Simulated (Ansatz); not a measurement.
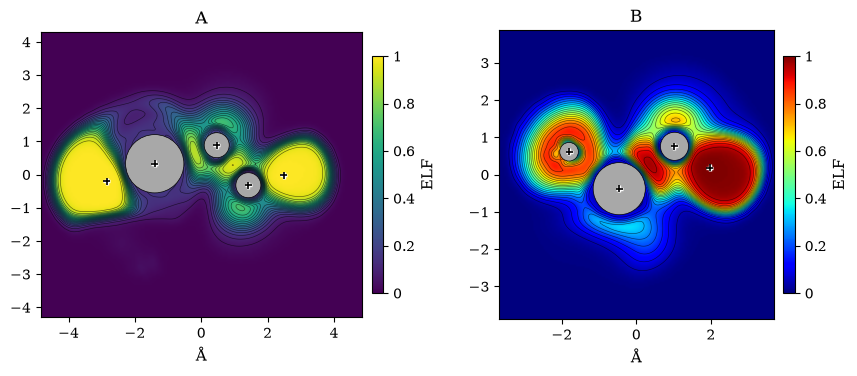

The electron localisation function of 2 systems, each on a plane through atoms (crosses mark nuclei in the plane; grey discs cover the cores).

The calculation used RKS PBE-D4/def2-SVP in Ansatz 0.2.0.

System 1: C$_{2}$H$_{8}$FNOSi (SMILES C[Si](N)(F)CO), the plane of atoms C1, Si2 and F4. 

```
atom    x (Å)    y (Å)    z (Å)
   C  -0.9564  -0.4127   1.4757
  Si   0.0917  -0.3888  -0.0708
   N   1.6398  -1.0909   0.2273
   F  -0.7854  -1.1992  -1.2407
   C   0.2417   1.3127  -0.8868
   O  -1.0209   1.6802  -1.4475
   H  -1.8898   0.1537   1.2825
   H  -1.2384  -1.4450   1.7665
   H  -0.4333   0.0636   2.3288
   H   2.3489  -1.1142  -0.5091
   H   1.7276  -1.9071   0.8373
   H   0.5102   2.0844  -0.1334
   H   1.0716   1.3303  -1.6412
   H  -1.3202   0.9036  -1.9598
```

System 2: C$_{2}$H$_{6}$Zn···HF, the plane of atoms Zn1, C3 and C4. Not at a stationary point (largest force 1.3 eV/Å).

| atom | x (Å) | y (Å) | z (Å) |
| --- | --- | --- | --- |
| Zn | 0.5585 | 1.3095 | -0.4394 |
| H | 1.5338 | 2.3741 | 0.1029 |
| C | -0.6387 | -0.1075 | -1.0385 |
| C | -1.0447 | -1.0346 | 0.1185 |
| H | 2.3121 | 1.2355 | 1.4354 |
| F | 2.3888 | 0.4320 | 1.8793 |
| H | -0.1085 | -0.6838 | -1.8296 |
| H | -1.5344 | 0.3287 | -1.5326 |
| H | -0.1621 | -1.4433 | 0.6544 |
| H | -1.6461 | -1.9038 | -0.2287 |
| H | -1.6588 | -0.5068 | 0.8782 |

> Which map belongs to which system?

Panel A is system 2, C$_{2}$H$_{6}$Zn···HF: the plane holds Zn, H and C. C–C (1.54 Å): the ELF peaks at about 0.95 between the atoms (a covalent bond). Panel B is system 1, C$_{2}$H$_{8}$FNOSi: the plane holds C, Si, F and H. Si–F (1.67 Å): the ELF peaks at about 0.85 in the valence shell of F, 0.6 Å from its nucleus, and is about 0.45 at the midpoint.
